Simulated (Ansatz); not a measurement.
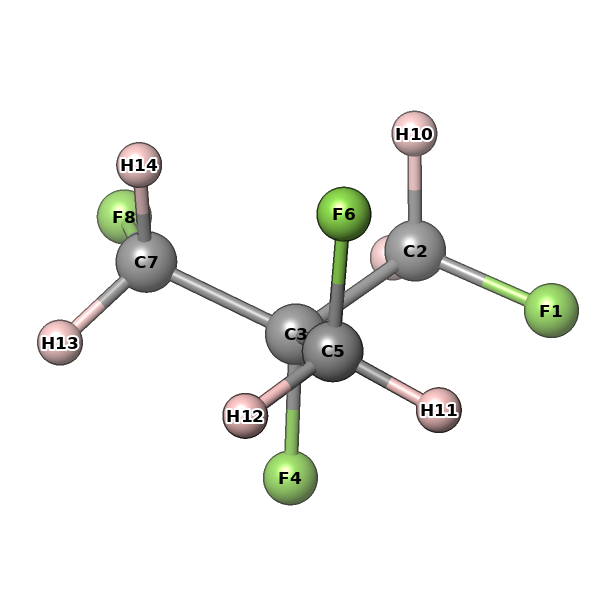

C3 lies behind C5. The molecule seen a little off the C5–C3 bond, C5 in front. Depth is shown by fading: the farther an atom, the more it takes the colour of the background. The computed structure is the end point of a PBE-D4/def2-SVP optimisation. No frequency run is at hand to confirm it as a minimum.

**What is the torsion angle F6–C5–C3–F4? The sign is positive where the front bond must turn clockwise to cover the back bond.**

179°, antiperiplanar (anti). The bonds about C5–C3 are staggered.
